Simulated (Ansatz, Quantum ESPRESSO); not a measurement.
# Mode couplings of Pd (Fm-3m) in a second program

Wanted: phonons, linewidths and couplings of Pd (Fm-3m) from a second program.

Program: Ansatz 0.2.0 and Quantum ESPRESSO 7.5. Level of theory: DFT PBE, scalar-relativistic, plane waves, PAW; PAW set soft_1, in the first sound run; inputs show where later runs differ. Results are calculated unless marked as measured.

## 1. The structure

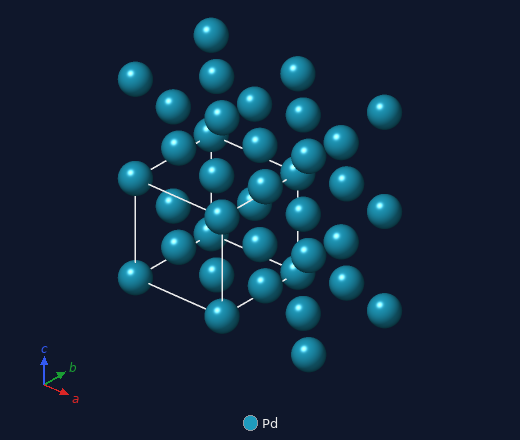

The cell as given, from a free direction (palladium blue). 2×1×2 cells are drawn. This picture shows the conventional cell, with its axes. Some periodic images of atoms are drawn too.

## 2. Relaxing cell and atoms

The structure is brought to rest under this functional.

The input, input.yaml:

```yaml
crystal:
  lattice:
    - [0.0, 1.9465, 1.9465]
    - [1.9465, 0.0, 1.9465]
    - [1.9465, 1.9465, 0.0]
  atoms:
    - { symbol: Pd, position: [0.0, 0.0, 0.0] }
kpoints:
  mp_grid: { grid: [14, 14, 14] }
hamiltonian:
  xc: pbe
  pseudopotentials: { kind: paw, azcp: { folder: soft_1 } }
scf:
  occupations: { method: gaussian, width: 0.1 }
output:
  forces: true
  stress: true
  eigenvalues: true
relax:
  adjacent_minimum: "off"
  f_tol: 0.005
  max_steps: 80
  cell: { stress_tol: 0.05 }
```

On the command line:

```sh
$ ansatz run input.yaml --threads 4 --pin off --max-ram 12288MiB --backend cpu --events-out ev --progress --plain --runs-dir out
```

Numbers of over 12 decimals in the logs are rounded to 6 here.

The log of the run:

```text
[the first part of the log is left out]
  E_local      = -1889.233846  (includes V_loc(G=0)·N_el)
  E_nonlocal   = 370.682858
  E_hartree    = 758.179517
  E_xc         = -138.274817
  E_vxc        = -174.848710  (∫ρ·V_xc dr)
  E_paw        = -3810.790050  (= ΣΔE_a)
  E_vpaw       = -426.507383  (= ΣTr[D̂ρ^β])
  E_aug_tail   = 0.000238  (compensation charges beyond the density's cutoff)
  E_ewald      = -2711.418341
  E_smearing   = -0.015814  (= −TS)
  E_closure    = -0.000000  (closes the sum)
  Σ components = -6972.903098   (vs F -6972.903098, Δ=0.00e0)
--- Forces (eV/Å), atoms counted from 1 ---
  atom   1  Pd     0.00000000    -0.00000000     0.00000000
  max |Σ_I F_I| component: 1.44e-32 eV/Å
--- Stress (GPa, compression-positive) ---
       -0.035904      -0.000000      -0.000000
       -0.000000      -0.035904      -0.000000
       -0.000000      -0.000000      -0.035904
  P = ⅓ Tr σ = -0.0359 GPa (-0.359 kbar)
--- Band table (eV; the first three rows and the last of 104) ---
  k-point 0: bands = ["-65.3957", "-30.9210", "-30.9210", "-30.9210", "11.7619", "15.9430", "15.9430", "15.9430", "17.4557", "17.4557", "35.6073", "40.1058", "40.1058"]
  k-point 1: bands = ["-65.3934", "-30.9389", "-30.9235", "-30.9235", "11.9404", "15.8828", "16.0031", "16.0031", "17.4281", "17.4281", "35.7773", "38.9963", "40.2994"]
  k-point 2: bands = ["-65.3872", "-30.9890", "-30.9307", "-30.9307", "12.4417", "15.7554", "16.1422", "16.1422", "17.3907", "17.3907", "35.8932", "37.1279", "40.8245"]
  k-point 103: bands = ["-65.3353", "-31.1799", "-31.1346", "-31.0574", "14.4783", "15.0094", "15.9128", "17.4541", "18.8823", "26.3461", "28.2102", "28.6933", "29.9589"]
--- Relaxed structure (4 steps of the walk, 4 accepted, 1 SCFs on fresh bases) ---
  F+E_penalty+E_count = -6972.90309818 eV   max|allowed force component| = 0.000e0 eV/Å   (the final SCF, on the basis selected at the relaxed cell)
  cell:  # Å, volume = 15.3437 Å³
    - [0, 1.972271, 1.972271]
    - [1.972271, 0, 1.972271]
    - [1.972271, 1.972271, 0]
  atoms:
    - { symbol: Pd, position: [0.0, 0.0, 0.0] }
```

It took 2.2 s on 4 threads of Arm Neoverse V1, shared host; peak memory 0.32 GiB; 7.3 s of CPU time.

The steps of the relaxation:

| step | energy less that of the first step (eV) | largest force component (eV/Å) | pressure (GPa) | volume (Å³) |
| --- | --- | --- | --- | --- |
| 1 | 0.0000 | 0.0000 | 7.32 | 14.75 |
| 2 | -0.0077 | 0.0000 | -3.90 | 15.73 |
| 3 | -0.0127 | 0.0000 | -0.36 | 15.38 |
| 4 | -0.0128 | 0.0000 | -0.01 | 15.34 |
| 5 | -0.0129 | 0.0000 | -0.04 | 15.34 |

The log counts 1 steps on a newly chosen plane-wave basis, not all of them marked here; energy and pressure can jump at such steps.

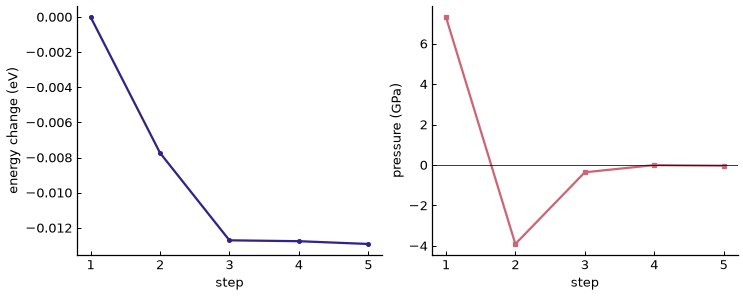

Energy and pressure along the relaxation.

| conventional cell, symmetrised | before | after | change |
| --- | --- | --- | --- |
| a (Å) | 3.893 | 3.945 | +1.3 % |
| b (Å) | 3.893 | 3.945 | +1.3 % |
| c (Å) | 3.893 | 3.945 | +1.3 % |
| volume (Å³/atom) | 14.75 | 15.34 | +4.0 % |

Final coordinates:

```cif
data_structure
_symmetry_space_group_name_H-M 'P 1'
_symmetry_Int_Tables_number 1
_cell_length_a 2.7892
_cell_length_b 2.7892
_cell_length_c 2.7892
_cell_angle_alpha 60.000
_cell_angle_beta 60.000
_cell_angle_gamma 60.000
_cell_volume 15.34
loop_
_atom_site_label
_atom_site_type_symbol
_atom_site_fract_x
_atom_site_fract_y
_atom_site_fract_z
_atom_site_occupancy
Pd1 Pd 0.00000 0.00000 0.00000 1
```

This step gave:

| Property | Result |
| --- | --- |
| pressure | -0.03590 GPa |
| volume per atom | 15.34 Å³/atom |
| metallic on mesh | yes |
| gap on the k-mesh | 0 eV |

The largest force is now zero by symmetry and the largest stress component 0.036 GPa.

## 3. Ground state with pw.x

ph.x needs a tightly converged ground state on the same k mesh; the cell is that of the step before.

This step: DFT PBE, scalar-relativistic, plane waves, GBRV ultrasoft pseudopotentials (Quantum ESPRESSO 7.5).

The input, pw.in:

```
 &control
    calculation='scf',
    prefix='x',
    outdir='./tmp',
    pseudo_dir='./pseudo',
    tprnfor=.true.,
    tstress=.true.,
 /
 &system
    ibrav=0,
    nat=1,
    ntyp=1,
    ecutwfc=45.0,
    ecutrho=360.0,
    occupations='smearing',
    smearing='fd',
    degauss=0.00734986,
    nbnd=15,
 /
 &electrons
    conv_thr=1.0d-11,
    mixing_beta=0.5,
 /
ATOMIC_SPECIES
 Pd    106.4200  Pd.upf
CELL_PARAMETERS angstrom
     0.000000000    1.972270890    1.972270890
     1.972270890    0.000000000    1.972270890
     1.972270890    1.972270890    0.000000000
ATOMIC_POSITIONS crystal
 Pd     0.000000000   0.000000000   0.000000000
K_POINTS automatic
 12 12 12 0 0 0
```

On the command line:

```sh
$ OMP_NUM_THREADS=1 mpirun -n 4 pw.x -nk 4 -in pw.in > pw.x.log
```

The log of the run:

```text
Program PWSCF v.7.5

     This program is part of the open-source Quantum ESPRESSO suite
     for quantum simulation of materials; please cite
         "P. Giannozzi et al., J. Phys.:Condens. Matter 21 395502 (2009);
         "P. Giannozzi et al., J. Phys.:Condens. Matter 29 465901 (2017);
         "P. Giannozzi et al., J. Chem. Phys. 152 154105 (2020);
     in publications or presentations arising from this work. More details at

     Message from routine setup:
     using ibrav=0 with symmetry is DISCOURAGED, use correct ibrav instead

     G-vector sticks info
     --------------------
     sticks:   dense  smooth     PW     G-vecs:    dense   smooth      PW
     Sum         685     349    121                11935     4279     869

     Using Slab Decomposition

     bravais-lattice index     =            0
     lattice parameter (alat)  =       5.2708  a.u.
     unit-cell volume          =     103.5443 (a.u.)^3
     number of atoms/cell      =            1
     number of atomic types    =            1
     number of electrons       =        16.00
     number of Kohn-Sham states=           15
     kinetic-energy cutoff     =      45.0000  Ry
     charge density cutoff     =     360.0000  Ry
     scf convergence threshold =      1.0E-11
     mixing beta               =       0.5000
     number of iterations used =            8  plain     mixing
     Exchange-correlation=  SLA  PW   PBX  PBC
                           (   1   4   3   4   0   0   0)

     celldm(1)=   5.270847  celldm(2)=   0.000000  celldm(3)=   0.000000
     celldm(4)=   0.000000  celldm(5)=   0.000000  celldm(6)=   0.000000

     crystal axes: (cart. coord. in units of alat)
               a(1) = (   0.000000   0.707107   0.707107 )
               a(2) = (   0.707107   0.000000   0.707107 )
               a(3) = (   0.707107   0.707107   0.000000 )

     reciprocal axes: (cart. coord. in units 2 pi/alat)
               b(1) = ( -0.707107  0.707107  0.707107 )
               b(2) = (  0.707107 -0.707107  0.707107 )
               b(3) = (  0.707107  0.707107 -0.707107 )

     PseudoPot. # 1 for Pd read from file:
     ./pseudo/Pd.upf
     Pseudo is Ultrasoft + core correction, Zval = 16.0
     Using radial grid of  887 points,  6 beta functions with:
                l(1) =   0
                l(2) =   0
                l(3) =   1
                l(4) =   1
                l(5) =   2
                l(6) =   2
     Q(r) pseudized with  8 coefficients,  rinner =    1.130   1.130   1.130
                                                       1.130   1.130

     atomic species   valence    mass     pseudopotential
     Pd               16.00   106.42000     Pd( 1.00)

     48 Sym. Ops., with inversion, found

   Cartesian axes

     site n.     atom                  positions (alat units)
         1        Pd     tau(   1) = (   0.0000000   0.0000000   0.0000000  )

     number of k points=    72  Fermi-Dirac smearing, width (Ry)=  0.0073
                       cart. coord. in units 2pi/alat
        k(    1) = (   0.0000000   0.0000000   0.0000000), wk =   0.0011574
        k(    2) = (   0.0589256   0.0589256  -0.0589256), wk =   0.0092593
        k(    3) = (   0.1178511   0.1178511  -0.1178511), wk =   0.0092593
        k(    4) = (   0.1767767   0.1767767  -0.1767767), wk =   0.0092593
        k(    5) = (   0.2357023   0.2357023  -0.2357023), wk =   0.0092593
        k(    6) = (   0.2946278   0.2946278  -0.2946278), wk =   0.0092593
        k(    7) = (  -0.3535534  -0.3535534   0.3535534), wk =   0.0046296
        k(    8) = (   0.1178511   0.0000000  -0.0000000), wk =   0.0069444
        k(    9) = (   0.1767767   0.0589256  -0.0589256), wk =   0.0277778
        k(   10) = (   0.2357023   0.1178511  -0.1178511), wk =   0.0277778
        k(   11) = (   0.2946278   0.1767767  -0.1767767), wk =   0.0277778
        k(   12) = (   0.3535534   0.2357023  -0.2357023), wk =   0.0277778
        k(   13) = (  -0.2946278  -0.4124790   0.4124790), wk =   0.0277778
        k(   14) = (  -0.2357023  -0.3535534   0.3535534), wk =   0.0277778
        k(   15) = (  -0.1767767  -0.2946278   0.2946278), wk =   0.0277778
        k(   16) = (  -0.1178511  -0.2357023   0.2357023), wk =   0.0277778
[...]
k(   65) = (  -0.2357023  -0.4714045   0.7071068), wk =   0.0277778
        k(   66) = (  -0.1767767  -0.4124790   0.6481812), wk =   0.0555556
        k(   67) = (  -0.1178511  -0.3535534   0.5892557), wk =   0.0277778
        k(   68) = (  -0.1178511  -0.4714045   0.7071068), wk =   0.0277778
        k(   69) = (  -0.0589256  -0.4124790   0.6481812), wk =   0.0555556
        k(   70) = (   0.0000000  -0.3535534   0.5892557), wk =   0.0277778
        k(   71) = (  -0.7071068   0.2357023   0.0000000), wk =   0.0138889
        k(   72) = (  -0.7071068   0.3535534   0.0000000), wk =   0.0069444

     Dense  grid:    11935 G-vectors     FFT dimensions: (  32,  32,  32)

     Smooth grid:     4279 G-vectors     FFT dimensions: (  24,  24,  24)

     Initial potential from superposition of free atoms

     starting charge      15.5000, renormalised to      16.0000

     negative rho (up, down):  7.826E-02 0.000E+00
     Starting wfcs are   12 randomized atomic wfcs +    3 random wfcs

     per-process dynamical memory:    14.3 Mb

     Self-consistent Calculation

     iteration #  1     ecut=    45.00 Ry     beta= 0.50
     Davidson diagonalization with overlap
     ethr =  1.00E-02,  avg # of iterations =  4.8

     negative rho (up, down):  7.773E-02 0.000E+00

     total energy              =    -198.35022844 Ry
     estimated scf accuracy    <       1.15516189 Ry

     iteration #  2     ecut=    45.00 Ry     beta= 0.50
     Davidson diagonalization with overlap
     ethr =  7.22E-03,  avg # of iterations =  2.0

     negative rho (up, down):  7.833E-02 0.000E+00

     total energy              =    -198.66752008 Ry
     estimated scf accuracy    <       0.18021788 Ry

     iteration #  3     ecut=    45.00 Ry     beta= 0.50
     Davidson diagonalization with overlap
     ethr =  1.13E-03,  avg # of iterations =  1.9

     negative rho (up, down):  7.876E-02 0.000E+00

     total energy              =    -198.70552687 Ry
     estimated scf accuracy    <       0.00167465 Ry

     iteration #  4     ecut=    45.00 Ry     beta= 0.50
     Davidson diagonalization with overlap
     ethr =  1.05E-05,  avg # of iterations =  2.6

     negative rho (up, down):  7.887E-02 0.000E+00

     total energy              =    -198.70575142 Ry
     estimated scf accuracy    <       0.00013542 Ry

[...]
-31.8692 -31.8547 -31.8547  11.2028  14.8998  15.2123  15.2123  16.4068
    16.6475  35.8494  38.9030  39.6687  39.6687  46.6026  46.6631

          k = 0.1768 0.0589-0.0589 (   535 PWs)   bands (ev):

   -31.9181 -31.8659 -31.8612  11.7303  14.7183  15.3829  15.3906  16.2729
    16.7131  35.8485  36.9446  39.2930  40.3045  44.7823  46.1050

          k = 0.2357 0.1179-0.1179 (   535 PWs)   bands (ev):

   -31.9977 -31.8798 -31.8722  12.5026  14.6606  15.4015  15.4963  16.4777
    16.8986  33.2404  36.5839  38.9439  41.1323  43.4534  45.5218

          k = 0.2946 0.1768-0.1768 (   531 PWs)   bands (ev):

   -32.0841 -31.8926 -31.8870  12.9586  15.1702  15.2389  15.4212  17.2062
    17.2638  30.0729  35.9663  38.4651  40.5937  43.9120  45.1200

          k = 0.3536 0.2357-0.2357 (   530 PWs)   bands (ev):

   -32.1542 -31.9014 -31.9010  12.9602  14.9972  15.2755  16.1961  17.6092
    18.4072  27.0622  35.2532  38.0692  39.1325  44.7878  44.9688

          k =-0.2946-0.4125 0.4125 (   535 PWs)   bands (ev):

   -32.1899 -31.9117 -31.9026  12.9007  14.9061  15.1744  16.8139  17.7190
    19.7140  24.9434  34.8469  38.0052  38.1743  44.8944  44.9950

          k =-0.2357-0.3536 0.3536 (   534 PWs)   bands (ev):

   -32.1822 -31.9149 -31.8971  12.9219  14.9440  15.1729  16.7987  17.5065
    19.4248  25.4719  34.8524  37.6003  39.0526  44.7065  44.7227

          k =-0.1768-0.2946 0.2946 (   527 PWs)   bands (ev):

   -32.1331 -31.9100 -31.8860  12.9988  15.0830  15.2775  16.0430  17.0473
    18.2441  28.0385  35.2254  37.9778  40.7228  43.7265  44.3249

          k =-0.1179-0.2357 0.2357 (   530 PWs)   bands (ev):

   -32.0556 -31.8981 -31.8721  12.8936  14.9660  15.3419  15.4359  16.5332
    17.4168  31.1421  35.7758  38.9511  42.2556  42.9990  43.6120

          k =-0.0589-0.1768 0.1768 (   534 PWs)   bands (ev):

[...]
k =-0.0000-0.1179 0.1179 (   533 PWs)   bands (ev):

[...]
k = 0.2357 0.0000-0.0000 (   532 PWs)   bands (ev):

[...]
k = 0.2946 0.0589-0.0589 (   536 PWs)   bands (ev):

[...]
k = 0.3536 0.1179-0.1179 (   529 PWs)   bands (ev):

[...]
k = 0.4125 0.1768-0.1768 (   531 PWs)   bands (ev):

[...]
k =-0.2357-0.4714 0.4714 (   532 PWs)   bands (ev):

[...]
k =-0.1768-0.4125 0.4125 (   527 PWs)   bands (ev):

[...]
k =-0.1179-0.3536 0.3536 (   530 PWs)   bands (ev):

[...]
k =-0.0589-0.2946 0.2946 (   526 PWs)   bands (ev):

[...]
k = 0.0000-0.2357 0.2357 (   537 PWs)   bands (ev):

[...]
k = 0.3536 0.0000 0.0000 (   528 PWs)   bands (ev):

[...]
k = 0.4125 0.0589-0.0589 (   530 PWs)   bands (ev):

[...]
k = 0.4714 0.1179-0.1179 (   529 PWs)   bands (ev):

[...]
k =-0.1768-0.5303 0.5303 (   529 PWs)   bands (ev):

[...]
k =-0.1179-0.4714 0.4714 (   526 PWs)   bands (ev):

[...]
k =-0.0589-0.4125 0.4125 (   530 PWs)   bands (ev):

[...]
k = 0.0000-0.3536 0.3536 (   524 PWs)   bands (ev):

[...]
k = 0.4714 0.0000-0.0000 (   520 PWs)   bands (ev):

[...]
k = 0.5303 0.0589-0.0589 (   529 PWs)   bands (ev):

[...]
k =-0.1179-0.5893 0.5893 (   524 PWs)   bands (ev):

[...]
k =-0.0589-0.5303 0.5303 (   524 PWs)   bands (ev):

[...]
k = 0.5893 0.0000-0.0000 (   520 PWs)   bands (ev):

[...]
k = 0.0000-0.5893 0.5893 (   514 PWs)   bands (ev):

[...]
k =-0.7071 0.0000 0.0000 (   524 PWs)   bands (ev):

[...]
k = 0.2357 0.1179 0.0000 (   530 PWs)   bands (ev):

[...]
k = 0.2946 0.1768-0.0589 (   531 PWs)   bands (ev):

[...]
k = 0.3536 0.2357-0.1179 (   523 PWs)   bands (ev):

[...]
k = 0.3536 0.1179 0.0000 (   533 PWs)   bands (ev):

[...]
k = 0.4125 0.1768-0.0589 (   529 PWs)   bands (ev):

[...]
k = 0.0000-0.2357 0.3536 (   533 PWs)   bands (ev):

[...]
k = 0.4714 0.1179-0.0000 (   529 PWs)   bands (ev):

[...]
k =-0.1179-0.5893 0.7071 (   522 PWs)   bands (ev):

[...]
k =-0.0589-0.5303 0.6482 (   519 PWs)   bands (ev):

[...]
k =-0.0000-0.4714 0.5893 (   525 PWs)   bands (ev):

[...]
k =-0.7071 0.1179-0.0000 (   522 PWs)   bands (ev):

[...]
k =-0.2357-0.4714 0.7071 (   535 PWs)   bands (ev):

   -32.1107 -31.9924 -31.9279  13.9365  13.9701  14.8960  16.7433  17.0345
    20.2204  30.3150  30.5282  33.9051  41.2349  42.2159  47.0793

          k =-0.1768-0.4125 0.6482 (   526 PWs)   bands (ev):

   -32.1202 -32.0235 -31.9421  13.9286  14.1723  14.8272  16.4891  17.4663
    22.1635  27.4169  30.6085  32.5817  40.9509  43.3997  48.2903

          k =-0.1179-0.3536 0.5893 (   524 PWs)   bands (ev):

   -32.1225 -32.0351 -31.9483  14.0056  14.0782  14.9554  16.3256  17.6323
    24.0425  25.1625  31.1431  31.6671  40.6353  44.0808  49.6914

          k =-0.1179-0.4714 0.7071 (   519 PWs)   bands (ev):

   -32.1275 -32.0198 -31.9647  13.5322  13.7514  15.4461  16.9205  17.7137
    22.5030  29.1220  29.2300  30.6092  41.2042  42.9674  46.9789

          k =-0.0589-0.4125 0.6482 (   521 PWs)   bands (ev):

   -32.1080 -32.0543 -31.9702  13.6552  14.1022  15.0706  16.5989  17.8630
    24.7519  26.5440  29.0137  30.2409  41.6011  44.5512  46.7498

          k = 0.0000-0.3536 0.5893 (   527 PWs)   bands (ev):

   -32.0932 -32.0694 -31.9603  13.8459  14.4732  14.5785  16.4948  17.7082
    24.2084  27.0261  28.5292  31.2736  41.7888  43.7779  48.3921

          k =-0.7071 0.2357 0.0000 (   518 PWs)   bands (ev):

   -32.1310 -32.0299 -31.9808  13.3596  13.6711  15.7586  16.8693  18.0054
    24.2409  27.9545  28.5725  29.4157  41.1839  43.5686  46.7309

          k =-0.7071 0.3536 0.0000 (   524 PWs)   bands (ev):

   -32.0806 -32.0806 -31.9815  13.6803  14.5627  14.5627  16.5025  18.0057
    26.4600  26.4600  27.8871  29.0897  43.6698  43.6698  46.2278

     the Fermi energy is    17.7483 ev

!    total energy              =    -198.70577680 Ry
     estimated scf accuracy    <          3.1E-13 Ry
     smearing contrib. (-TS)   =      -0.00482880 Ry
     internal energy E=F+TS    =    -198.70094800 Ry

     The total energy is F=E-TS. E is the sum of the following terms:
     one-electron contribution =     -46.45330344 Ry
     hartree contribution      =      36.55588628 Ry
     xc contribution           =     -31.34332558 Ry
     ewald contribution        =    -157.46020526 Ry

     convergence has been achieved in   9 iterations

     negative rho (up, down):  7.897E-02 0.000E+00

     Forces acting on atoms (cartesian axes, Ry/au):

     atom    1 type  1   force =     0.00000000    0.00000000    0.00000000

     Total force =     0.000000     Total SCF correction =     0.000000

     Computing stress (Cartesian axis) and pressure

     negative rho (up, down):  7.897E-02 0.000E+00
          total   stress  (Ry/bohr**3)                   (kbar)     P=        1.58
   0.00001071  -0.00000000  -0.00000000            1.58       -0.00       -0.00
  -0.00000000   0.00001071  -0.00000000           -0.00        1.58       -0.00
  -0.00000000  -0.00000000   0.00001071           -0.00       -0.00        1.58

     Writing all to output data dir ./tmp/x.save/ :
     XML data file, charge density, pseudopotentials, collected wavefunctions

   JOB DONE.
```

Run time: 3.3 s. Hardware: 4 MPI ranks.

This step gave:

* pressure: 0.158 GPa

With these potentials, mesh and smearing the cell is at 0.16 GPa.

[end of part 1 of 2]

[Logs are printed without paths, hosts, clocks, repeated set-up lines and the standing remarks that a program may print on its own settings, such as how far it seeks lower states.]

[Hosts, paths, dates, database ids (printed as entryN), source tags and the programs' standing remarks are cut or masked in the printed files.]
